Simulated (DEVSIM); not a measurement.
System: abrupt Si n-p junction, at 300 K.

```
layer (left to right)  material  thickness (μm)  Nd (cm⁻³)  Na (cm⁻³)   τn (s)   τp (s)
---------------------  --------  --------------  ---------  ---------  -------  -------
1                            Si            2.10     2.4e15          -  0.00071  0.00071
2                            Si           0.570          -     2.3e14  0.00071  0.00071
```

Left contact: ohmic. Right contact: ohmic. Voltage is applied to the left contact. Recombination: SRH at mid-gap, radiative, Auger. Mobility is μmin + (μ − μmin)/(1 + (N/Nref)^α).

The device is made up for the run: typed textbook-type constants, with dimensions and the other settings drawn at random. Values at 300 K.

```tsv
parameter	Si
gap (eV)	1.124
affinity (eV)	4.05
permittivity	11.7
Nc (cm⁻³)	2.86e19
Nv (cm⁻³)	3.1e19
μn (cm²/Vs)	1417
μp (cm²/Vs)	470
μn,min	52
μp,min	45
Nref,n	9.7e16
Nref,p	2.2e17
αn	0.68
αp	0.72
B (cm³/s)	4.7e-15
Cn (cm⁶/s)	2.8e-31
Cp (cm⁶/s)	9.9e-32
```

Model (solved in DEVSIM): 1D drift-diffusion, Boltzmann statistics, complete ionisation; no tunnelling, impact ionisation, image-force lowering or self-heating.

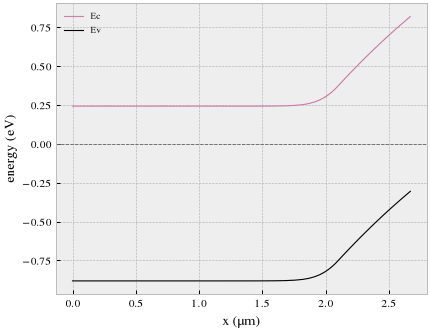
Fig. 1. Band edges at zero bias

Energies count from the Fermi level of the right contact; mesh points crowd at the junctions.

```
x (μm)   Ec (eV)  Ev (eV)  n (cm⁻³)  p (cm⁻³)  field (V/cm)
-------  -------  -------  --------  --------  ------------
0.000      0.243   -0.881    2.4e15     48000           ≈ 0
0.01838    0.243   -0.881    2.4e15     48000           ≈ 0
0.05049    0.243   -0.881    2.4e15     48000           ≈ 0
0.1066     0.243   -0.881    2.4e15     48000           ≈ 0
0.2552     0.243   -0.881    2.4e15     48000           ≈ 0
0.4644     0.243   -0.881    2.4e15     48000           ≈ 0
0.8299     0.243   -0.881    2.4e15     48000           ≈ 0
1.485      0.243   -0.881    2.4e15     49000            23
1.758      0.247   -0.877    2.0e15     58000           560
1.915      0.270   -0.854    8.4e14    140000          2800
2.005      0.306   -0.818    2.1e14    560000          5400
2.068      0.347   -0.777    4.2e13   2800000          7700
2.092      0.367   -0.757    2.0e13   5900000          8600
2.108      0.380   -0.744    1.2e13  10000000          8800
2.143      0.411   -0.713    3.5e12     3.3e7          8700
2.191      0.452   -0.672    7.3e11     1.6e8          8500
2.271      0.519   -0.605    5.5e10     2.1e9          8200
2.396      0.619   -0.505     1.1e9    1.0e11          7800
2.549      0.733   -0.391     1.4e7    8.4e12          7200
2.609      0.776   -0.348   2600000    4.4e13          7000
2.644      0.801   -0.323   1000000    1.2e14          6900
2.670      0.819   -0.305    510000    2.3e14          6900
```
